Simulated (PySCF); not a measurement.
**C4H7ClGeO: electronic excitations**

Wanted: the electronic excitations of C4H7ClGeO (`[Cl][Ge@@H]1[CH2]C=CO[CH2]1`), by calculation.

The runs use PySCF 2.14.0, with density-fitted response routines of our own; the level of theory stands in each step. All values are computed, except where a source is named. Atoms are numbered from 0 throughout.

### 1 The starting structure

14 atoms, charge 0, multiplicity 1; geometry from: GFN2-xTB.

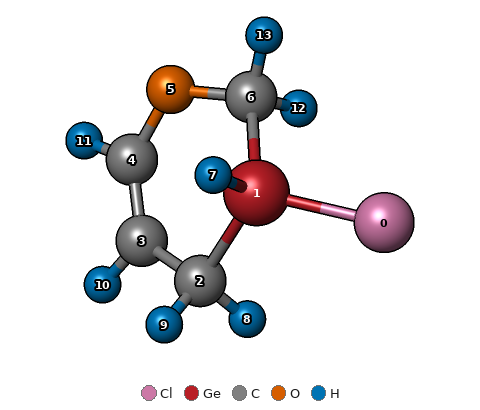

As it starts; chlorine pink, germanium red, carbon grey, oxygen orange, hydrogen blue, atoms numbered.

### 2 TDDFT and polarisability: PBE0/def2-SVPD

What the job is given:

```
{"job": {"kind": "uv", "xc": "PBE0", "basis": "def2-SVPD", "nstates": 8, "ntriplets": 3}, "charge": 0, "multiplicity": 1}
Cl    -2.754558     1.165464    -1.363747
Ge    -1.383180     0.529176     0.113740
C      0.391639     1.388458    -0.105115
C      1.483777     0.398052     0.189958
C      1.385625    -0.905975     0.419532
O      0.312919    -1.739312     0.444023
C     -0.865379    -1.369550    -0.243824
H     -2.016869     0.751834     1.479553
H      0.507514     1.769168    -1.126260
H      0.507403     2.248998     0.557107
H      2.480099     0.818451     0.218827
H      2.272954    -1.475632     0.669970
H     -0.706299    -1.475809    -1.327657
H     -1.616323    -2.103797     0.051726
```

Level: TDDFT PBE0/def2-SVPD, vertical, gas phase, core orbitals frozen in the response.

On the command line:

```
$ OMP_NUM_THREADS=1 python probes_run.py task.json out
```

This one command runs all jobs of the session in turn.

The log of the run:

```text
coarse grid: 56936 points
cycle   1  E = -2767.7670309919  dE =  2.746e-01  |g| = 6.408e-01  |ddm| = 5.762e+00
cycle   2  E = -2767.7097089353  dE =  5.732e-02  |g| = 8.598e-01  |ddm| = 1.895e+00
cycle   3  E = -2767.8407392725  dE = -1.310e-01  |g| = 1.034e-01  |ddm| = 1.098e+00
cycle   4  E = -2767.8424059789  dE = -1.667e-03  |g| = 4.740e-02  |ddm| = 1.686e-01
cycle   5  E = -2767.8428280125  dE = -4.220e-04  |g| = 1.381e-02  |ddm| = 7.889e-02
cycle   6  E = -2767.8428736645  dE = -4.565e-05  |g| = 4.721e-03  |ddm| = 2.758e-02
cycle   7  E = -2767.8428788605  dE = -5.196e-06  |g| = 6.609e-04  |ddm| = 7.384e-03
final grid: 118432 points
cycle   8  E = -2767.8428820236  dE = -8.105e-08  |g| = 7.988e-04  |ddm| = 1.120e-02
cycle   9  E = -2767.8428818561  dE =  1.675e-07  |g| = 1.162e-03  |ddm| = 2.786e-03
cycle  10  E = -2767.8428821615  dE = -3.054e-07  |g| = 1.982e-04  |ddm| = 1.691e-03
cycle  11  E = -2767.8428821707  dE = -9.179e-09  |g| = 2.947e-05  |ddm| = 3.032e-04
cycle  12  E = -2767.8428821708  dE = -1.628e-10  |g| = 5.556e-06  |ddm| = 4.746e-05
converged SCF energy = -2767.8428821708

Static polarisability (au): isotropic 91.082, principal 73.829 92.168 107.249

Singlet excitations
state   eV       nm        f      main configurations
  1   5.4412    227.9   0.00619   H->L 0.97
  2   6.1326    202.2   0.00972   H->L+1 0.58, H->L+2 0.30
  3   6.2594    198.1   0.02711   H->L+2 0.40, H->L+1 0.36, H->L+3 0.11
  4   6.4625    191.9   0.03772   H->L+3 0.79, H->L+2 0.17
  5   6.6055    187.7   0.01077   H->L+4 0.47, H-1->L 0.47
  6   6.7726    183.1   0.05795   H-1->L 0.47, H->L+4 0.35
  7   7.0257    176.5   0.00646   H->L+5 0.90
  8   7.2146    171.9   0.02985   H-2->L 0.91

Triplet excitations (Tamm-Dancoff, eV): 4.3592 5.3032 6.0047
```

Wall time 62 s (1 thread of Arm Neoverse V2, shared host); peak memory 0.92 GiB.

Frontier orbitals and where they lie:

| orbital | eV | atoms |
| --- | --- | --- |
| HOMO−3 | -9.57 | Cl0 60 %, O5 10 %, Ge1 8 % |
| HOMO−2 | -8.64 | Cl0 40 %, Ge1 17 %, H7 12 % |
| HOMO−1 | -8.04 | Cl0 17 %, C6 17 %, C2 14 % |
| HOMO | -6.68 | C3 29 %, O5 25 %, C4 20 % |
| LUMO | -0.07 | Cl0 28 %, Ge1 26 %, H7 11 % |
| LUMO+1 | 0.44 | Ge1 25 %, Cl0 17 %, C3 10 % |
| LUMO+2 | 0.60 | Ge1 15 %, C3 15 %, C4 13 % |

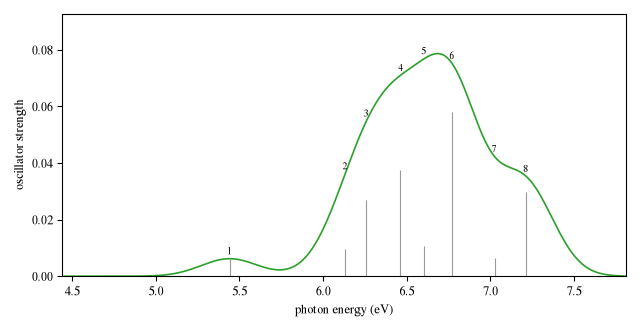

Absorption spectrum from the 8 singlet states computed; above the last one it falls off for lack of states. Lines are broadened to a width of 0.40 eV (Gaussian).

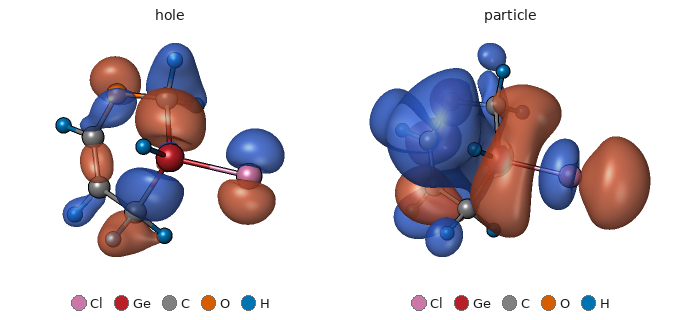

Leading natural transition orbitals of singlet state 6: the electron leaves the hole (left) for the particle orbital (right).

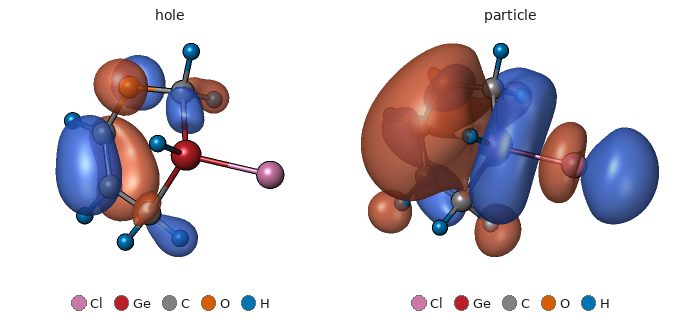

Leading natural transition orbitals of singlet state 1: the electron leaves the hole (left) for the particle orbital (right).

Ground-state properties from the same run:

| property | computed |
| --- | --- |
| dipole moment (D) | 1.23 |
| polarisability (Å³) | 13.50 |
| HOMO–LUMO gap (eV) | 6.61 |
| −ε(HOMO) (eV) | 6.68 |

Orbitals, density, ELF and potential are computed afterwards from the orbital file.

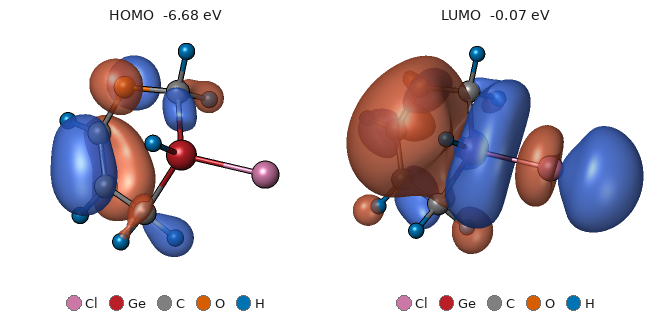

Frontier orbitals at PBE0/def2-SVPD; each surface holds 70 % of the orbital's density, blue and red mark the sign.

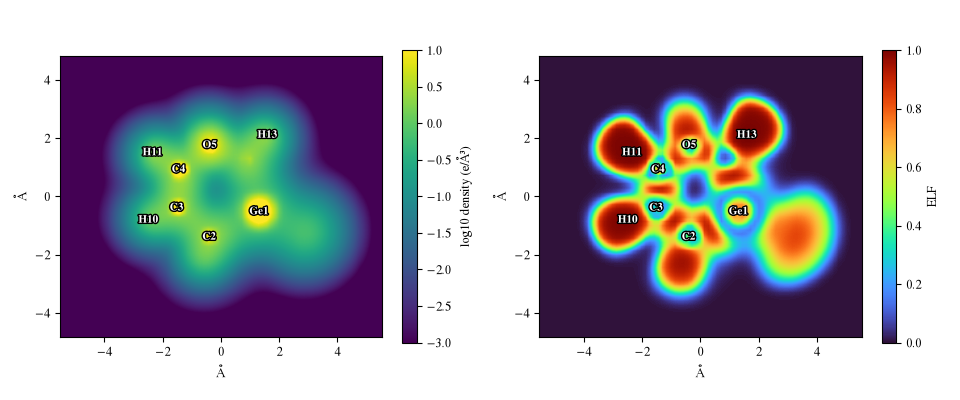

Density (left) and ELF (right) in a plane through or near 8 of the atoms.

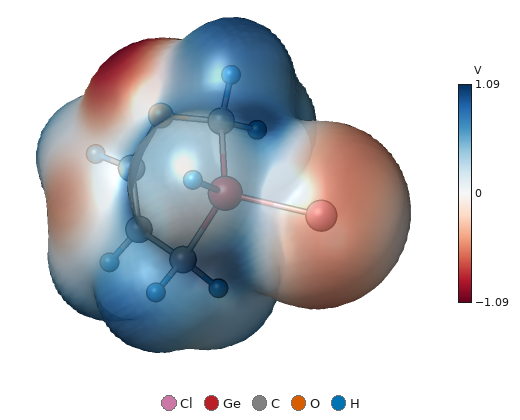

The potential that a unit positive charge feels on the 0.002 e/bohr³ surface, from -0.92 V near O5 to 1.09 V near H7.

### 3 What came out

```
                                quantity                        value
         lowest singlet (PBE0/def2-SVPD)  5.44 eV (228 nm), f = 0.006
brightest single state of those computed  state 6, 6.77 eV, f = 0.058
                          lowest triplet                      4.36 eV
   surface potential, least and greatest           -0.92 V and 1.09 V
```

**Reading.** The lowest singlet, at 5.44 eV, is HOMO→LUMO 0.97 and is weak; of the 8 states computed, the strongest absorption comes from state 6 at 6.77 eV. The lowest triplet lies 1.08 eV below the lowest singlet (triplets in Tamm-Dancoff, singlets in full TDDFT). States above −ε(HOMO) lie where TDDFT describes them poorly and they hang on the basis; the brightest is among them.
